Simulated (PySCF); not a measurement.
```xyz
15

C    -0.4930    1.6595   -0.1924
C    -0.1156    0.2758    0.2907
C    -1.1256   -0.7263   -0.5122
O    -0.8539   -1.0946   -1.6001
O    -2.1537   -0.9308    0.2353
C     1.2902   -0.0789    0.0639
F     1.9668    0.6238   -0.8214
C     1.9402   -1.1120    0.6894
F     1.3375   -1.8672    1.5616
F     3.1763   -1.4283    0.5086
H     0.1114    2.4041    0.3354
H    -1.5405    1.8723    0.0050
H    -0.2829    1.7950   -1.2546
H    -0.4051    0.0945    1.3335
H    -2.8565   -1.4790   -0.1684
```

Geometry: GFN2-xTB.

All numbers below come from UKS B3LYP, pcH-1 on C F H O, non-relativistic, mean-field spin-orbit, GIAO (PySCF).

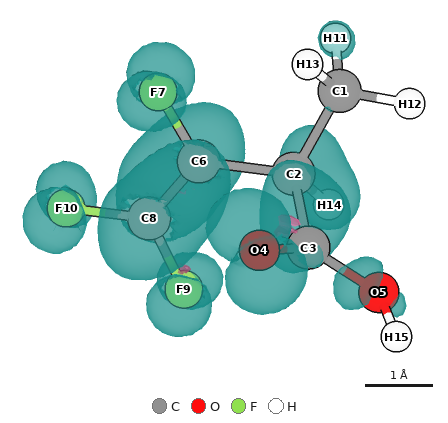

C$_{5}$H$_{5}$F$_{3}$O$_{2}$ (charge +1, doublet). Isosurfaces of the spin density (α minus β) at +0.015 (teal) and −0.015 e/Å³ (pink), seen at an oblique angle.

Q: Which atoms carry the spin?

A: The unpaired spin (1 electron) lies mostly on C8 (about 0.3), C6 (about 0.2), O4 (about 0.1), F7 (about 0.1) and F10 (about 0.1), in electrons by Hirshfeld's partition.
